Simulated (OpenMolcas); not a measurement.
Pt²⁺ complex: multiconfigurational calculation

System: Pt²⁺ with 6 ligands (Cl; octahedron, 2.581 Å), embedded in Cs2NaYCl6 by model potentials and point charges, whose field is part of the energies.
Method: state-averaged SS-CASPT2, IPEA shift 0.25, imaginary shift 0.1 hartree, active space 8 electrons in the shell 5d, basis ANO-RCC-VTZP on the metal and ANO-RCC-VDZP on the ligands, DKH2 scalar Hamiltonian, spin-orbit coupling by RASSI with atomic mean-field integrals (OpenMolcas).

**Summary**

```
                                 quantity                                                                 value
                                  outcome                                                             converged
      energy of the lowest spin-free term                                                  −21163.73475 hartree
    energy of the lowest spin-orbit level                                                  −21163.74698 hartree
                CASPT2 correlation energy                                                       −1.2265 hartree
largest spread among components of a term                                                             21.8 cm⁻¹
                  lowest reference weight                                                                 0.662
                                 hardware  1 thread of Arm Neoverse V2, 24 GiB of memory available, shared host
                                wall time                                                               3.1 min
                              peak memory                                                              0.59 GiB
```

**Remarks**

To bear in mind: the geometry is set by hand, with no relaxation.

**Input**
```
&GATEWAY
Basis set
Pt.ANO-RCC-VTZP.
Pt1 0.0 0.0 0.0 Angstrom
End of basis
Basis set
Cl.ANO-RCC-VDZP.
L1 2.581000 0.000000 0.000000 Angstrom
L2 0.000000 2.581000 0.000000 Angstrom
L3 0.000000 0.000000 2.581000 Angstrom
End of basis
Basis set
Na.EMB-AIMP.Al-Abdalla.7s4p.1s1p.ECP.Cs2NaYCl6.
PseudoCharge
* 3 symmetry-unique lattice sites within 7.6 angstrom
End of basis
Basis set
Cs.EMB-AIMP.Al-Abdalla.0s.0s.ECP.Cs2NaYCl6.
PseudoCharge
* 4 symmetry-unique lattice sites within 7.6 angstrom
End of basis
Basis set
Cl.EMB-AIMP.Al-Abdalla.0s.0s.ECP.Cs2NaYCl6.
PseudoCharge
* 12 symmetry-unique lattice sites within 7.6 angstrom
End of basis
Basis set
Y.EMB-AIMP.Al-Abdalla.0s.0s.ECP.Cs2NaYCl6.
PseudoCharge
* 6 symmetry-unique lattice sites within 7.6 angstrom
End of basis
Symmetry
XYZ
AngMom=0.0 0.0 0.0
AMFI
RICD
XField
1564 Angstrom 0
* Evjen-weighted lattice charges
&SEWARD
&RASSCF
FileOrb=start.orb
Symmetry=1
Spin=3
nActEl=8 0 0
Inactive=42 46
Ras2=5 0
CIRoot=10 10 1
SDav=10
CIMx=300
Iter=150 100
PrWF=0.3
OrbListing=Nothing
MaxOrb=0
LevShft=1.0
>>> COPY $Project.JobIph JOB001
&RASSCF
FileOrb=start.orb
Symmetry=1
Spin=1
nActEl=8 0 0
Inactive=42 46
Ras2=5 0
CIRoot=15 15 1
SDav=15
CIMx=300
Iter=150 100
PrWF=0.3
OrbListing=Nothing
MaxOrb=0
LevShft=1.0
>>> COPY $Project.JobIph JOB002
&RASSI
NrOfJobIphs=2 10 15
1 2 3 4 5 6 7 8 9 10
1 2 3 4 5 6 7 8 9 10 11 12 13 14 15
IphNames
JOB001
JOB002
EJob
SpinOrbit
DIPRint=1.0
SOCoupling=1000.0
Subsets=2
Property=9
'ANGMOM' 1 'ANGMOM' 2 'ANGMOM' 3 'MLTPL  1' 1 'MLTPL  1' 2 'MLTPL  1' 3
'AMFI' 1 'AMFI' 2 'AMFI' 3
SOProperty=3
'ANGMOM' 1 'ANGMOM' 2 'ANGMOM' 3
>>> COPY JOB001 $Project.JobIph
&CASPT2
Multistate=10 1 2 3 4 5 6 7 8 9 10
NoMult
Frozen=30 34
IPEA=0.25
Imaginary=0.1
MaxIter=60
WThr=0.0 0.3 0.05
PrWF=0.5
NoMix
>>> COPY JOB002 $Project.JobIph
&CASPT2
Multistate=15 1 2 3 4 5 6 7 8 9 10 11 12 13 14 15
NoMult
Frozen=30 34
IPEA=0.25
Imaginary=0.1
MaxIter=60
WThr=0.0 0.3 0.05
PrWF=0.5
NoMix
```

The file start.orb holds starting orbitals from an earlier step. A driver script formed the levels outside the program, from RASSI's spin-orbit matrix and the CASPT2 energies (for multi-state variants, the effective Hamiltonian), averaged over the components of each term or state. The log and the time are those of the CASPT2 step.

Run as:
```bash
OMP_NUM_THREADS=1 MOLCAS_MEM=2457 MOLCAS_PROJECT=a pymolcas a.inp > a.log  # once for each step of the input, in one work folder
```

**The program's output (extracts)**
```
--- CASPT2 ---
Orbital specifications:
      -----------------------

      Symmetry species                           1   2
                                                ag  au
      Frozen orbitals                           30  34
      Inactive orbitals                         12  12
      Active orbitals                            5   0
      Secondary orbitals                        61  62
      Deleted orbitals                           0   0
      Number of basis functions                108 108
Type of calculation                        SS-CASPT2
      Fock operator                              state-specific
      IPEA shift                                 0.25
      Real shift                                 0.00
      Imaginary shift                            0.10
      The input orbitals will be transformed to quasi-canonical
Reference energy:      -21162.5082640202
      E2 (Non-variational):      -1.2243662912
      Shift correction:          -0.0021217069
      E2 (Variational):          -1.2264879980
      Total energy:          -21163.7347520182
      Residual norm:              0.0000001484
      Reference weight:           0.67305
      Contributions to the CASPT2 correlation energy
      Active & Virtual Only:         -0.1773852590
      One Inactive Excited:          -0.1444382055
      Two Inactive Excited:          -0.9025428267
Reference energy:      -21162.4558829242
      E2 (Non-variational):      -1.2117407449
      Shift correction:          -0.0020915319
      E2 (Variational):          -1.2138322768
      Total energy:          -21163.6697152010
      Residual norm:              0.0000008989
      Reference weight:           0.67571
      Contributions to the CASPT2 correlation energy
      Active & Virtual Only:         -0.1726200965
      One Inactive Excited:          -0.1440924645
      Two Inactive Excited:          -0.8950281840
::    CASPT2 Root  1     Total energy: -21163.73475202
::    CASPT2 Root  2     Total energy: -21163.66971520
::    CASPT2 Root  3     Total energy: -21163.66965557
::    CASPT2 Root  4     Total energy: -21163.66961592
::    CASPT2 Root  5     Total energy: -21163.64597400
::    CASPT2 Root  6     Total energy: -21163.64593728
::    CASPT2 Root  7     Total energy: -21163.64596524
::    CASPT2 Root  8     Total energy: -21163.59844201
::    CASPT2 Root  9     Total energy: -21163.59850214
::    CASPT2 Root 10     Total energy: -21163.59843345
--- CASPT2 ---
Orbital specifications:
      -----------------------

      Symmetry species                           1   2
                                                ag  au
      Frozen orbitals                           30  34
      Inactive orbitals                         12  12
      Active orbitals                            5   0
      Secondary orbitals                        61  62
      Deleted orbitals                           0   0
      Number of basis functions                108 108
Type of calculation                        SS-CASPT2
      Fock operator                              state-specific
      IPEA shift                                 0.25
      Real shift                                 0.00
      Imaginary shift                            0.10
      The input orbitals will be transformed to quasi-canonical
Reference energy:      -21162.4580585652
      E2 (Non-variational):      -1.2458595837
      Shift correction:          -0.0023369802
      E2 (Variational):          -1.2481965639
      Total energy:          -21163.7062551291
      Residual norm:              0.0000002938
      Reference weight:           0.66570
      Contributions to the CASPT2 correlation energy
      Active & Virtual Only:         -0.1800116887
      One Inactive Excited:          -0.1647062932
      Two Inactive Excited:          -0.9011416018
Reference energy:      -21162.4580585646
      E2 (Non-variational):      -1.2458451607
      Shift correction:          -0.0023377764
      E2 (Variational):          -1.2481829371
      Total energy:          -21163.7062415017
      Residual norm:              0.0000002940
      Reference weight:           0.66570
      Contributions to the CASPT2 correlation energy
      Active & Virtual Only:         -0.1800028645
      One Inactive Excited:          -0.1647006274
      Two Inactive Excited:          -0.9011416688
::    CASPT2 Root  1     Total energy: -21163.70625513
::    CASPT2 Root  2     Total energy: -21163.70624150
::    CASPT2 Root  3     Total energy: -21163.67517466
::    CASPT2 Root  4     Total energy: -21163.63690136
::    CASPT2 Root  5     Total energy: -21163.63689421
::    CASPT2 Root  6     Total energy: -21163.63689350
::    CASPT2 Root  7     Total energy: -21163.62349788
::    CASPT2 Root  8     Total energy: -21163.62345451
::    CASPT2 Root  9     Total energy: -21163.62343521
::    CASPT2 Root 10     Total energy: -21163.55886712
::    CASPT2 Root 11     Total energy: -21163.55878837
::    CASPT2 Root 12     Total energy: -21163.55860995
::    CASPT2 Root 13     Total energy: -21163.55860771
::    CASPT2 Root 14     Total energy: -21163.55851605
::    CASPT2 Root 15     Total energy: -21163.50145463
```

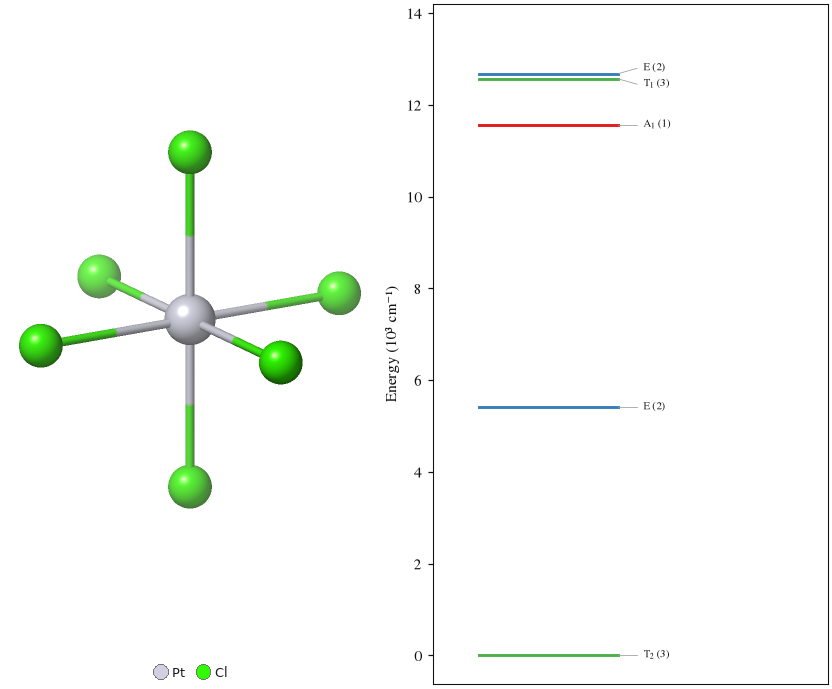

Figure 1. Pt²⁺ (5d⁸) as a dopant in Cs₂NaYCl₆, a cluster with its 6 nearest Cl⁻ at 2.581 Å (octahedron) embedded in model potentials and point charges; the geometry was set, not optimised, and its levels. Labels give the representation in O, Td, D4 or D3 as the site allows (double group for half-integer spin) where it could be assigned and, in brackets, the degeneracy; spin-free states, where drawn, share the zero of the spin-orbit levels. The ground level is T₂, 3-fold degenerate, 98 % from states of spin multiplicity 3. The next level lies at 5,400 cm⁻¹ (E).
